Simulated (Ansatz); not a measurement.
**Run report: Ge₁₆N, geometry relaxation (part 3 of 3)**

Continued. System: Ge₁₆N (defect cell, 17 atoms in the cell). Method: DFT PBE, scalar-relativistic, plane waves, PAW, PAW set soft_1, no spin polarisation (Ansatz 0.2.0); cutoff 420 eV, 2×2×2 k-mesh, Fermi–Dirac smearing of 0.05 eV. It belongs to a series of runs on one base structure; here: start relaxed.

Geometry of the input (Å; fractional positions):
```
0.0000  5.6600  5.6600
5.6600  0.0000  5.6600
5.6600  5.6600  0.0000
Ge 0.0000  0.0000  0.0000
Ge 0.1250  0.1250  0.1250
Ge 0.0000  -0.0000  0.5000
Ge 0.1250  0.1250  0.6250
Ge 0.0000  0.5000  -0.0000
Ge 0.1250  0.6250  0.1250
Ge 0.0000  0.5000  0.5000
Ge 0.1250  0.6250  0.6250
Ge 0.5000  0.0000  -0.0000
Ge 0.6250  0.1250  0.1250
Ge 0.5000  -0.0000  0.5000
Ge 0.6250  0.1250  0.6250
Ge 0.5000  0.5000  -0.0000
Ge 0.6250  0.6250  0.1250
Ge 0.5000  0.5000  0.5000
Ge 0.6250  0.6250  0.6250
N  0.8802  0.8763  0.3719
```

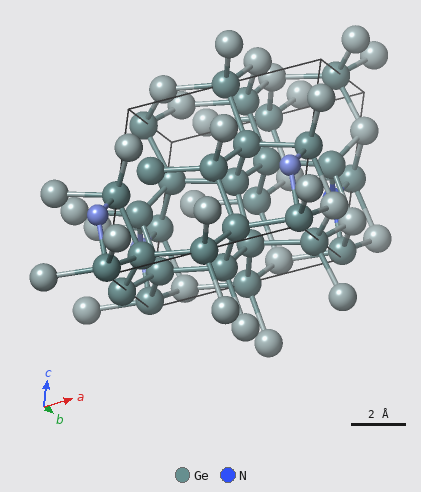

**Figure 1.** The geometry at step 6 of the log (ball-and-stick view of the cell of the calculation, seen at an oblique angle; neighbours outside the cell are drawn fainter).

Trajectory as extended XYZ (Å, eV, eV/Å), 11 frames, from step=1 to step=11:
```
17
Lattice="0.0000 5.6600 5.6600 5.6600 0.0000 5.6600 5.6600 5.6600 0.0000" Properties=species:S:1:pos:R:3:forces:R:3 step=1 energy=-69097.47561
Ge    0.0000    0.0000    0.0000    0.5888   0.5831  -0.5989
Ge    1.4150    1.4150    1.4150    0.0046  -0.0056   0.1256
Ge    2.8300    2.8300    0.0000   -0.5848  -0.5907  -0.6004
Ge    4.2450    4.2450    1.4150   -0.0119   0.0134   0.0385
Ge    2.8300    0.0000    2.8300    0.0330  -0.0324  -0.0242
Ge    4.2450    1.4150    4.2450   -0.1152  -0.0028  -0.0161
Ge    5.6600    2.8300    2.8300    0.5642  -0.5646   0.5580
Ge    7.0750    4.2450    4.2450    0.0021   0.1158  -0.0164
Ge    0.0000    2.8300    2.8300   -0.0348   0.0354  -0.0212
Ge    1.4150    4.2450    4.2450    0.0073  -0.1044  -0.0162
Ge    2.8300    5.6600    2.8300   -0.5354   0.5353   0.5350
Ge    4.2450    7.0750    4.2450    0.1051  -0.0080  -0.0164
Ge    2.8300    2.8300    5.6600    0.0238   0.0293   0.0374
Ge    4.2450    4.2450    7.0750    0.0020  -0.0023  -0.0075
Ge    5.6600    5.6600    5.6600   -0.0291  -0.0237   0.0378
Ge    7.0750    7.0750    7.0750    0.0048  -0.0052  -0.0920
N     7.0646    7.0870    9.9418   -0.0244   0.0273   0.0769
17
Lattice="0.0000 5.6600 5.6600 5.6600 0.0000 5.6600 5.6600 5.6600 0.0000" Properties=species:S:1:pos:R:3:forces:R:3 step=2 energy=-69097.71359
Ge    0.0409    0.0404   -0.0424    0.3554   0.3498  -0.3643
Ge    1.4158    1.4141    1.4363    0.0069  -0.0066   0.2194
Ge    2.7896    2.7891   -0.0424   -0.3520  -0.3579  -0.3665
Ge    4.2438    4.2463    1.4185   -0.0143   0.0156   0.0413
Ge    2.8371   -0.0070    2.8228   -0.0347   0.0347   0.0348
Ge    4.2233    1.4142    4.2430   -0.2021  -0.0131  -0.0090
Ge    5.7013    2.7886    2.8715    0.3176  -0.3179   0.3132
Ge    7.0757    4.2667    4.2429    0.0131   0.2032  -0.0086
Ge   -0.0055    2.8355    2.8243    0.0326  -0.0325   0.0335
Ge    1.4155    4.2243    4.2433   -0.0075  -0.1824  -0.0012
Ge    2.7885    5.7015    2.8721   -0.2725   0.2724   0.2734
Ge    4.2659    7.0745    4.2433    0.1835   0.0075  -0.0008
Ge    2.8338    2.8337    5.6649   -0.0329  -0.0320  -0.0312
Ge    4.2461    4.2438    7.0718    0.0016  -0.0016  -0.0034
Ge    5.6562    5.6562    5.6650    0.0321   0.0330  -0.0312
Ge    7.0755    7.0745    7.0570   -0.0012   0.0008  -0.1621
N     7.0611    7.0907    9.9498   -0.0255   0.0269   0.0626
17
Lattice="0.0000 5.6600 5.6600 5.6600 0.0000 5.6600 5.6600 5.6600 0.0000" Properties=species:S:1:pos:R:3:forces:R:3 step=3 energy=-69097.96856
Ge    0.1299    0.1329   -0.1345    0.3173   0.2899  -0.3346
Ge    1.4192    1.4108    1.5415   -0.0182   0.0195  -0.2803
Ge    2.6964    2.6990   -0.1356   -0.2926  -0.3201  -0.3369
Ge    4.2429    4.2467    1.4159   -0.0356   0.0393   0.1049
Ge    2.8363   -0.0062    2.8225    0.1454  -0.1453  -0.1464
Ge    4.1208    1.4098    4.2386    0.2906   0.0308   0.0617
Ge    5.7755    2.7145    2.9586    0.2615  -0.2620   0.2227
Ge    7.0802    4.3697    4.2386   -0.0286  -0.2915   0.0608
Ge    0.0013    2.8292    2.8317   -0.1188   0.1187  -0.1271
Ge    1.4147    4.1351    4.2421   -0.0096   0.3218   0.0662
Ge    2.7248    5.7656    2.9463   -0.1398   0.1391   0.1255
Ge    4.3561    7.0753    4.2421   -0.3233   0.0120   0.0651
Ge    2.8197    2.8219    5.6613    0.1023   0.0962   0.0936
Ge    4.2505    4.2394    7.0640    0.0050  -0.0064  -0.0270
Ge    5.6683    5.6701    5.6617   -0.0976  -0.1037   0.0948
Ge    7.0760    7.0740    6.9908   -0.0202   0.0239   0.3102
N     7.0520    7.0990    9.9562   -0.0376   0.0378   0.0464
17
Lattice="0.0000 5.6600 5.6600 5.6600 0.0000 5.6600 5.6600 5.6600 0.0000" Properties=species:S:1:pos:R:3:forces:R:3 step=4 energy=-69098.05009
Ge    0.2379    0.2516   -0.2411   -0.1670  -0.1663   0.2691
Ge    1.4175    1.4127    1.5888    0.0289  -0.0281  -0.2393
Ge    2.5767    2.5899   -0.2433    0.1733   0.1770   0.2759
Ge    4.2490    4.2422    1.4278   -0.0596   0.0587   0.0569
Ge    2.8521   -0.0217    2.8143    0.0863  -0.0851  -0.0707
Ge    4.0875    1.4130    4.2460    0.1039  -0.0544  -0.0276
Ge    5.8536    2.6364    3.0519   -0.0804   0.0840  -0.0757
Ge    7.0774    4.4034    4.2459    0.0529  -0.1108  -0.0255
Ge   -0.0072    2.8379    2.8436   -0.1055   0.1068  -0.0688
Ge    1.4154    4.1321    4.2490   -0.0315   0.1097   0.0154
Ge    2.6941    5.7965    2.9828    0.2053  -0.2038  -0.1910
Ge    4.3595    7.0751    4.2490   -0.1147   0.0299   0.0167
Ge    2.8041    2.8190    5.6665    0.0796   0.1018   0.1186
Ge    4.2584    4.2310    7.0450    0.0122  -0.0111  -0.0151
Ge    5.6711    5.6856    5.6673   -0.1008  -0.0787   0.1190
Ge    7.0760    7.0744    7.0025   -0.0158   0.0129   0.0298
N     7.0414    7.1079    9.9458   -0.0666   0.0573  -0.1881
17
Lattice="0.0000 5.6600 5.6600 5.6600 0.0000 5.6600 5.6600 5.6600 0.0000" Properties=species:S:1:pos:R:3:forces:R:3 step=5 energy=-69098.19158
Ge    0.1440    0.2162   -0.1287    0.1125   0.1482  -0.1249
Ge    1.4400    1.3915    1.5868    0.0735  -0.0756   0.1750
Ge    2.6170    2.6914   -0.1242   -0.1474  -0.1192  -0.1282
Ge    4.2478    4.2512    1.5588    0.2211  -0.2325  -0.5455
Ge    2.9386   -0.1111    2.6910   -0.1565   0.1554   0.1252
Ge    4.0870    1.3451    4.1970   -0.0478  -0.0206  -0.1151
Ge    5.8365    2.6549    3.0442    0.1140  -0.1177   0.2730
Ge    7.1434    4.4038    4.2007    0.0218   0.0566  -0.1183
Ge   -0.0223    2.8501    2.8460    0.1040  -0.1016   0.0760
Ge    1.3763    4.2306    4.2586    0.1126   0.0197  -0.1173
Ge    2.7900    5.7016    2.8808    0.0493  -0.0440   0.1554
Ge    4.2587    7.1144    4.2628   -0.0227  -0.1132  -0.1214
Ge    2.7845    2.8029    5.6137   -0.0906  -0.0874  -0.0689
Ge    4.3262    4.1573    6.9212    0.0299  -0.0262   0.0581
Ge    5.6814    5.7016    5.6178    0.0911   0.0893  -0.0708
Ge    7.0812    7.0659    7.0461    0.0334  -0.0299  -0.0371
N     6.9341    7.2197   10.0691   -0.4980   0.4982   0.5846
17
Lattice="0.0000 5.6600 5.6600 5.6600 0.0000 5.6600 5.6600 5.6600 0.0000" Properties=species:S:1:pos:R:3:forces:R:3 step=6 energy=-69098.44801
Ge    0.1390    0.2336   -0.1185    0.0165   0.1563  -0.0647
Ge    1.4497    1.3819    1.6045    0.1104  -0.1125   0.1617
Ge    2.6004    2.6974   -0.1131   -0.1603  -0.0256  -0.0718
Ge    4.2780    4.2203    1.5069    0.2797  -0.2880  -0.5333
Ge    2.9575   -0.1303    2.6643   -0.1477   0.1487   0.1486
Ge    4.0751    1.3282    4.1801   -0.0313  -0.0293  -0.1224
Ge    5.8451    2.6465    3.0717   -0.0057   0.0031   0.2399
Ge    7.1601    4.4161    4.1844    0.0312   0.0391  -0.1264
Ge   -0.0175    2.8450    2.8596    0.0474  -0.0443   0.0744
Ge    1.3799    4.2616    4.2516    0.2027  -0.0013  -0.1753
Ge    2.8460    5.6462    2.8365   -0.0247   0.0258   0.1251
Ge    4.2273    7.1110    4.2563   -0.0007  -0.2033  -0.1805
Ge    2.7715    2.7938    5.5993   -0.0688  -0.0411  -0.0047
Ge    4.3483    4.1346    6.8962    0.0781  -0.0747  -0.0263
Ge    5.6898    5.7142    5.6039    0.0452   0.0696  -0.0063
Ge    7.0911    7.0557    7.0675    0.1232  -0.1190  -0.0318
N     6.8232    7.3314   10.1906   -0.4951   0.4964   0.5937
17
Lattice="0.0000 5.6600 5.6600 5.6600 0.0000 5.6600 5.6600 5.6600 0.0000" Properties=species:S:1:pos:R:3:forces:R:3 step=7 energy=-69098.65233
Ge    0.1322    0.2438   -0.1101   -0.0107   0.1301  -0.0368
Ge    1.4602    1.3714    1.6189    0.0536  -0.0549   0.1372
Ge    2.5903    2.7044   -0.1046   -0.1375   0.0012  -0.0450
Ge    4.3084    4.1895    1.4598    0.3635  -0.3693  -0.5401
Ge    2.9736   -0.1465    2.6464   -0.0849   0.0868   0.0958
Ge    4.0666    1.3165    4.1659   -0.0138   0.0145  -0.0548
Ge    5.8453    2.6465    3.0888   -0.0552   0.0537   0.1513
Ge    7.1716    4.4251    4.1704   -0.0126   0.0206  -0.0584
Ge   -0.0141    2.8416    2.8715    0.0593  -0.0568   0.0466
Ge    1.3927    4.2858    4.2394    0.1524  -0.0480  -0.1180
Ge    2.8910    5.6013    2.7954   -0.1958   0.1938   0.2175
Ge    4.2028    7.0982    4.2441    0.0482  -0.1526  -0.1226
Ge    2.7620    2.7872    5.5917   -0.0429  -0.0389  -0.0139
Ge    4.3688    4.1137    6.8743    0.0800  -0.0756  -0.0196
Ge    5.6961    5.7237    5.5965    0.0435   0.0449  -0.0165
Ge    7.1039    7.0429    7.0856    0.0889  -0.0848  -0.0302
N     6.7132    7.4418   10.3078   -0.3357   0.3353   0.4073
17
Lattice="0.0000 5.6600 5.6600 5.6600 0.0000 5.6600 5.6600 5.6600 0.0000" Properties=species:S:1:pos:R:3:forces:R:3 step=8 energy=-69098.77804
Ge    0.1571    0.3103   -0.1675   -0.1721  -0.3819   0.2224
Ge    1.4869    1.3426    1.6351    0.0401  -0.0394   0.0357
Ge    2.5199    2.6709   -0.1677    0.3680   0.1728   0.2146
Ge    4.3787    4.1129    1.2890   -0.0023  -0.0082  -0.0407
Ge    2.9917   -0.1613    2.6675    0.0108  -0.0131  -0.0041
Ge    4.0151    1.3504    4.1739   -0.0799  -0.0846  -0.0722
Ge    5.8220    2.6666    3.1402   -0.2413   0.2500  -0.5251
Ge    7.1404    4.4733    4.1729    0.0813   0.0735  -0.0686
Ge    0.0311    2.8002    2.9154   -0.0007  -0.0031  -0.0074
Ge    1.4424    4.2963    4.2247    0.0135   0.0408  -0.0362
Ge    2.9441    5.5467    2.7287    0.0263  -0.0254  -0.0453
Ge    4.1955    7.0478    4.2244   -0.0412  -0.0143  -0.0341
Ge    2.7470    2.8032    5.6409    0.0055   0.0129  -0.0106
Ge    4.4128    4.0778    6.9132    0.0108  -0.0085   0.0175
Ge    5.6886    5.7424    5.6404   -0.0139  -0.0044  -0.0132
Ge    7.1053    7.0452    7.1322    0.0258  -0.0286   0.0640
N     6.5860    7.5618   10.3784   -0.0307   0.0614   0.3031
17
Lattice="0.0000 5.6600 5.6600 5.6600 0.0000 5.6600 5.6600 5.6600 0.0000" Properties=species:S:1:pos:R:3:forces:R:3 step=9 energy=-69098.83435
Ge    0.1282    0.2934   -0.1213    0.0030  -0.0932  -0.0683
Ge    1.5081    1.3227    1.6434   -0.0607   0.0585   0.0410
Ge    2.5378    2.7028   -0.1210    0.0939  -0.0081  -0.0649
Ge    4.3701    4.1199    1.2936   -0.0208   0.0274   0.0473
Ge    3.0284   -0.1998    2.6230    0.0623  -0.0581  -0.0380
Ge    4.0160    1.3130    4.1494    0.0250   0.0925   0.0813
Ge    5.7897    2.7011    3.1295    0.0317  -0.0400  -0.0828
Ge    7.1767    4.4736    4.1508   -0.0905  -0.0157   0.0770
Ge    0.0415    2.7878    2.9158    0.0048  -0.0001   0.0440
Ge    1.4314    4.3156    4.2282    0.0130  -0.0210   0.0063
Ge    2.9316    5.5583    2.7281    0.0049  -0.0095  -0.0287
Ge    4.1738    7.0584    4.2281    0.0225  -0.0113   0.0056
Ge    2.7491    2.7886    5.6151   -0.0459  -0.0252  -0.0001
Ge    4.4503    4.0400    6.8726    0.0390  -0.0422  -0.0666
Ge    5.7010    5.7414    5.6149    0.0261   0.0450   0.0036
Ge    7.0918    7.0581    7.1414    0.0034  -0.0010  -0.0124
N     6.5390    7.6124   10.4502   -0.1118   0.1019   0.0559
17
Lattice="0.0000 5.6600 5.6600 5.6600 0.0000 5.6600 5.6600 5.6600 0.0000" Properties=species:S:1:pos:R:3:forces:R:3 step=10 energy=-69098.82928 accepted=F
Ge    0.1341    0.2962   -0.1369   -0.0062  -0.0191   0.1487
Ge    1.5151    1.3117    1.6661    0.0805  -0.0666  -0.1549
Ge    2.5270    2.6928   -0.1395    0.0224   0.0296   0.1502
Ge    4.3672    4.1247    1.2956   -0.0285  -0.0068  -0.1315
Ge    3.0651   -0.2281    2.6361   -0.0996   0.0841   0.0136
Ge    4.0179    1.3417    4.1586   -0.0667  -0.1609  -0.1092
Ge    5.7827    2.7070    3.0993   -0.0220   0.0435  -0.0172
Ge    7.1505    4.4764    4.1533    0.1599   0.0278  -0.0940
Ge    0.0447    2.7867    2.9271    0.0290  -0.0415  -0.0606
Ge    1.4382    4.3132    4.2276   -0.0601   0.0676   0.0190
Ge    2.9383    5.5529    2.7298    0.0494  -0.0425  -0.0090
Ge    4.1775    7.0533    4.2285   -0.0695   0.0586   0.0232
Ge    2.7296    2.7852    5.6250    0.0656   0.0153  -0.0474
Ge    4.4795    4.0105    6.8395   -0.0562   0.0649   0.1231
Ge    5.7063    5.7598    5.6249   -0.0192  -0.0633  -0.0560
Ge    7.1010    7.0497    7.1512   -0.0384   0.0328   0.0597
N     6.4901    7.6532   10.4557    0.0596  -0.0235   0.1421
17
Lattice="0.0000 5.6600 5.6600 5.6600 0.0000 5.6600 5.6600 5.6600 0.0000" Properties=species:S:1:pos:R:3:forces:R:3 step=11 energy=-69098.84230
Ge    0.1289    0.2874   -0.1247   -0.0036  -0.0304  -0.0124
Ge    1.5071    1.3233    1.6451   -0.0122   0.0110   0.0017
Ge    2.5431    2.7017   -0.1244    0.0306   0.0019  -0.0120
Ge    4.3689    4.1215    1.2969   -0.0016   0.0024   0.0015
Ge    3.0349   -0.2053    2.6228    0.0179  -0.0171  -0.0160
Ge    4.0179    1.3181    4.1521    0.0186   0.0248   0.0184
Ge    5.7908    2.6997    3.1211    0.0000  -0.0021  -0.0307
Ge    7.1718    4.4723    4.1528   -0.0245  -0.0158   0.0169
Ge    0.0416    2.7881    2.9188    0.0089  -0.0078   0.0072
Ge    1.4338    4.3145    4.2269   -0.0019   0.0048   0.0060
Ge    2.9327    5.5571    2.7265    0.0139  -0.0144  -0.0146
Ge    4.1751    7.0561    4.2269   -0.0038   0.0022   0.0059
Ge    2.7446    2.7864    5.6152   -0.0088  -0.0110  -0.0045
Ge    4.4570    4.0330    6.8632    0.0091  -0.0100  -0.0160
Ge    5.7031    5.7457    5.6154    0.0117   0.0085  -0.0041
Ge    7.0939    7.0561    7.1418   -0.0044   0.0048   0.0101
N     6.5194    7.6312   10.4654   -0.0500   0.0481   0.0425
```
